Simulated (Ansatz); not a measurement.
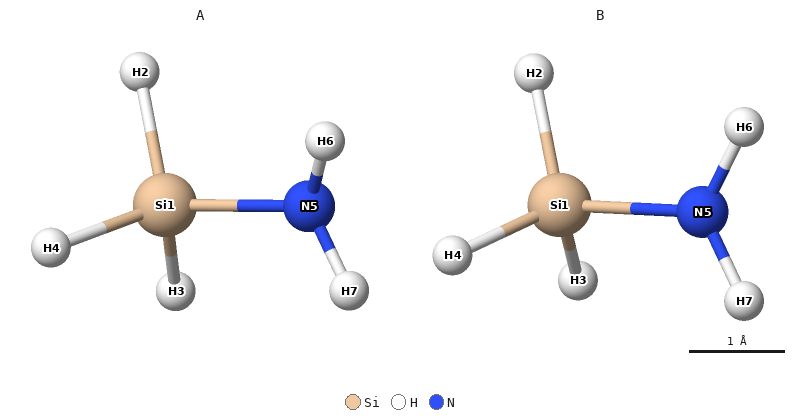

Two geometries of SiNH5, drawn at one scale. One is the start of a relaxation, the other its converged end. A ball-and-stick model, seen at a tilt.

Computed with Ansatz 0.2.0, RKS PBE0-D4/def2-SVP. Settings: no spin polarisation; force threshold 0.02 eV/Å; at most 40 steps.

### Which one is relaxed?

Structure A is the relaxed one. The run prepares the start of a later molecular dynamics calculation, from a guessed geometry. After 6 accepted moves (7 points after the start) the energy has fallen by 0.329 eV. The largest force component goes from 2.3 to 0.011 eV/Å. The line search rejected the trial step at point 5 of the run. The largest move after the best rigid fit is that of H6, 0.33 Å. By element the largest moves are H 0.33 Å, N 0.18 Å, Si 0.06 Å. Among the contacts that change: Si1–N5 1.819 → 1.732 Å, N5–H6 1.060 → 1.014 Å, Si1–H4 1.459 → 1.503 Å, Si1–H2 1.460 → 1.494 Å. Among the angles between lasting bonds that change: H6–N5–H7 120.0° → 110.2°, H4–Si1–N5 109.5° → 116.5°, H2–Si1–H4 109.5° → 107.0°. Cost: 10 s on 1 thread of Arm Neoverse V2 (shared host), peak memory 0.11 GiB.
